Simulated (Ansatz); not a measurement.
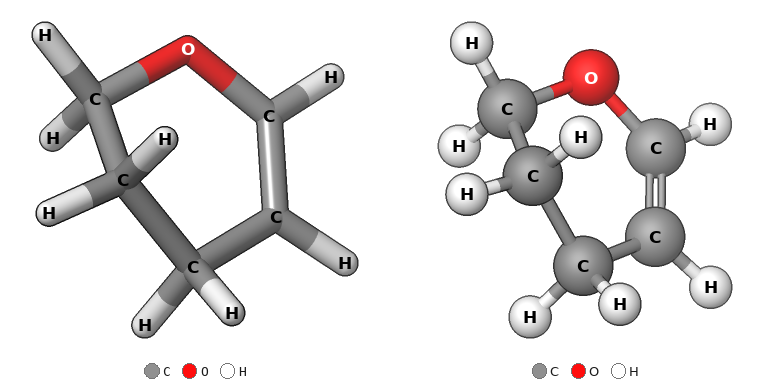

Two views of one molecule.

What does the picture show?

It has 14 atoms: 5 carbon, 8 hydrogen and 1 oxygen (C₅H₈O). As SMILES it reads `C1=COCCC1`. Independent rings (smallest set): 1 of 6 members. Among its groups: ether, alkene. The point group is C1. Coordination: 2 C trigonal planar; 1 O bent; 3 C tetrahedral.

More results for the same structure follow; atom numbers are the same in all pictures, views and colours differ. The computed structure is the end point of a PBE0-D4/def2-TZVP optimisation.

Geometry

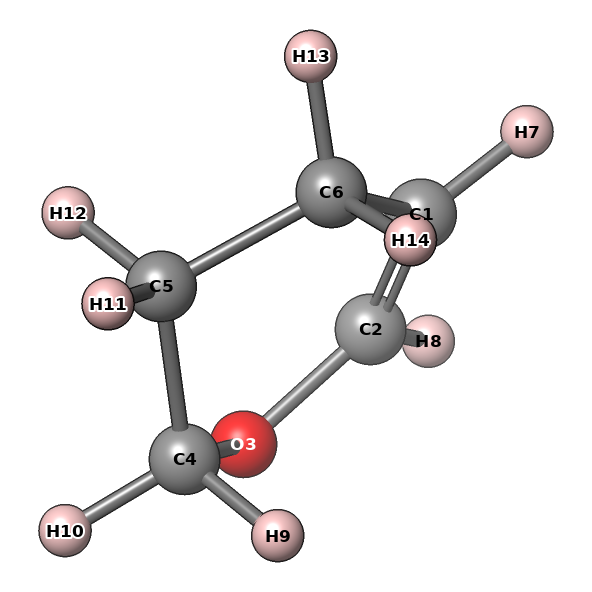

O3 lies behind C4. The molecule seen a little off the C4–O3 bond, C4 in front. Depth is shown by fading: the farther an atom, the more it takes the colour of the background.

Question: What is the torsion angle C5–C4–O3–C2? The sign is positive where the front bond must turn clockwise to cover the back bond.

Answer: 44°, synclinal (gauche).

Electronic properties

Properties computed with RKS revPBE-D4/def2-TZVPP (Ansatz 0.2.0).

Question: Estimate the HOMO energy (Kohn–Sham orbital).

Answer: −5.00 eV.

Question: Estimate the LUMO energy (Kohn–Sham orbital).

Answer: 0.00 eV.

Question: What is the dispersion correction?

Answer: −103.1 kJ/mol.

Charges

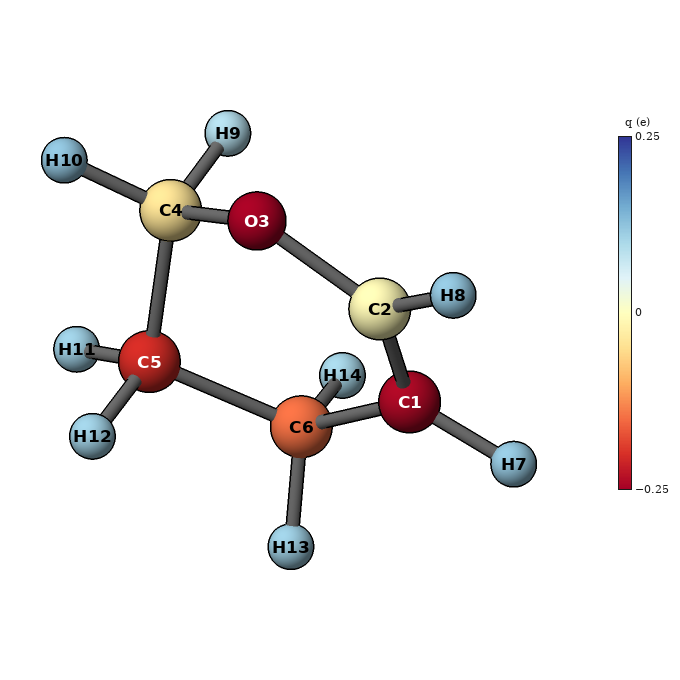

Atoms are coloured by their Mulliken charges. Properties computed with RKS PBE0-D4/def2-TZVP (Ansatz 0.2.0).

Give the Mulliken charges atom by atom.

```tsv
atom	value (e)
C1	−0.24
C2	−0.01
O3	−0.25
C4	−0.04
C5	−0.20
C6	−0.15
H7	0.12
H8	0.12
H9	0.09
H10	0.12
H11	0.11
H12	0.11
H13	0.11
H14	0.10
```

Vibrations

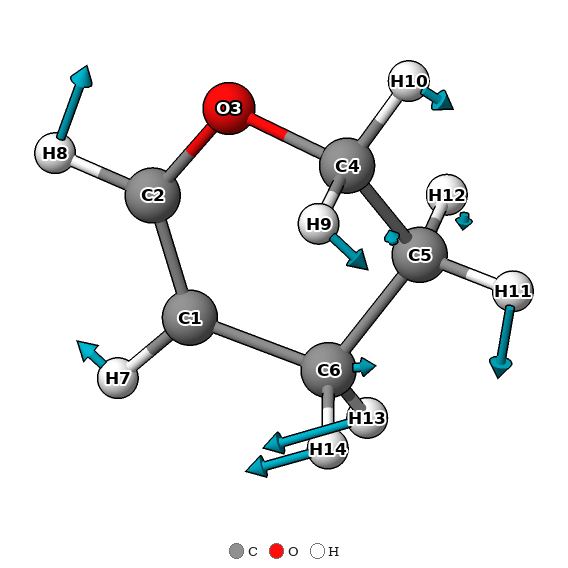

The arrows show one normal mode. Harmonic vibrations computed with RKS PBE0-D4/def2-TZVP (Ansatz 0.2.0) at a stationary point of the same level.

Question: What kind of motion is it?

Answer: Mostly C–C–H bending.

Question: At what wavenumber does it lie?

Answer: 1352 cm⁻¹; it is mode 21 of 36 counted from the lowest.

Dipole moment

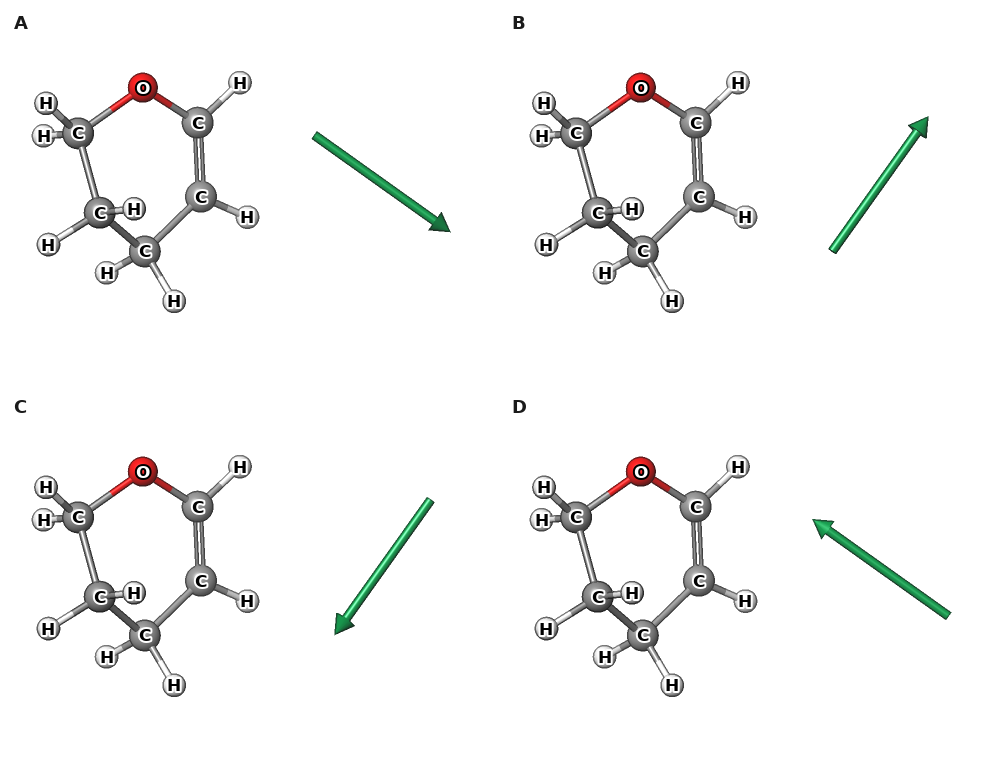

The same molecule four times, each with an arrow. Method: RKS r2SCAN-D4/def2-TZVPP (Ansatz 0.2.0).

Question: Which arrow points along the dipole moment, from the negative to the positive end?

Answer: C. The dipole moment is 1.31 D.

Mulliken values depend strongly on the basis set and can even reverse the polarity of a bond.
